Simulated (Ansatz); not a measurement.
# Mn3PPt (Pm-3m): the Drude term of Re ε in the infrared

Re ε of Mn3PPt (Pm-3m) at low photon energies is read from one computed spectrum; the carriers' damping was typed as γ = 0.2 eV.

The structure is cubic, space group Pm-3m (No. 221). Conventional cell: a = 4.282 Å, b = 4.282 Å, c = 4.282 Å, α = 90.00°, β = 90.00°, γ = 90.00°. Around Pt on site a lie 12 Mn at 3.03 Å. Mn on site c has 2 P at 2.14 Å as nearest neighbours. P on site b has 6 Mn at 2.14 Å as nearest neighbours.

Method: Ansatz 0.2.0, PBE, independent particles, k-mesh 8×8×8 with interpolation inside its cells, Gaussian parameter 0.2 eV.

Launch of the response step: `ansatz run input.yaml --threads 2 --pin off --max-ram 5120MiB --backend cpu --events-out ev --progress --plain --runs-dir out`. The run took 6.2 min, on 2 threads of Arm Neoverse V1, with other jobs on the host.

```tsv
photon energy E (eV)	wavelength (µm)	Re ε
0.25	4.96	-36.4
0.30	4.13	?
0.35	3.54	-11.6
0.40	3.10	-5.4
0.50	2.48	0.3
0.60	2.07	1.9
0.70	1.77	2.4
```

A Drude term over a constant background gives Re ε = ε_b − ωp²/(E² + γ²), linear in 1/(E² + γ²).

Working, on the rows shown:

| x = 1/(E² + γ²) (eV⁻²) | y = Re ε |
| --- | --- |
| 9.7561 | -36.4 |
| 6.15385 | -11.6 |
| 5 | -5.4 |
| 3.44828 | 0.3 |
| 2.5 | 1.9 |
| 1.88679 | 2.4 |

Means: x̄ = 4.7908, ȳ = -8.1333. Σ(x − x̄)(y − ȳ) = -209.4, Σ(x − x̄)² = 42.04. Slope = -209.4 / 42.04 = -4.981; intercept = ȳ − slope · x̄ = 15.73. The line misses the rows shown by at most 3.9.

Task: Predict the last column of the withheld row from the fit.

Result: At x = 7.6923 the line gives y = -22.586. The run gave -21.4, so the interpolation is off by 1.2, 3 % of the range in the table. The law describes these rows poorly: it misses even the rows shown by over a tenth of the range.

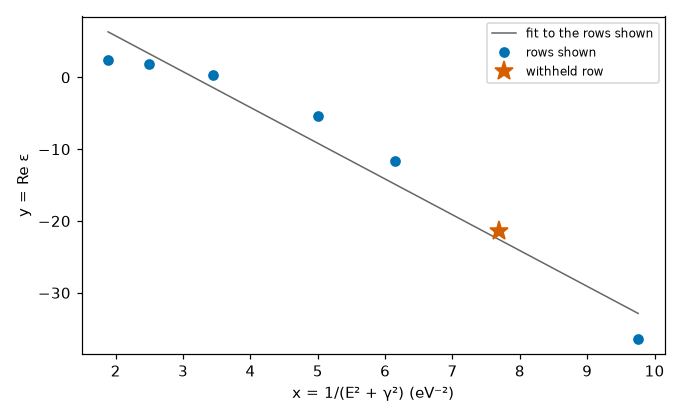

Refitted with all rows, the slope is -4.921 and the intercept 15.588. These give ωp = √(−slope) = 2.22 eV, against 3.35 eV from the program's Fermi-surface sum, and an intercept of 15.6. Taking the program's Drude term off the rows leaves 73 at the lowest energy and 24 at the highest, so the background isn't constant: interband transitions lie in or near the window, and neither fitted number can be trusted. The structure is a model and need not exist. The values come from a sum over the points of one k-mesh and carry its error, which is largest for Fermi-surface quantities. Spin-orbit coupling is left out.

[Logs are printed without paths, hosts, clocks, repeated set-up lines and the standing remarks that a program may print on its own settings, such as how far it seeks lower states.]
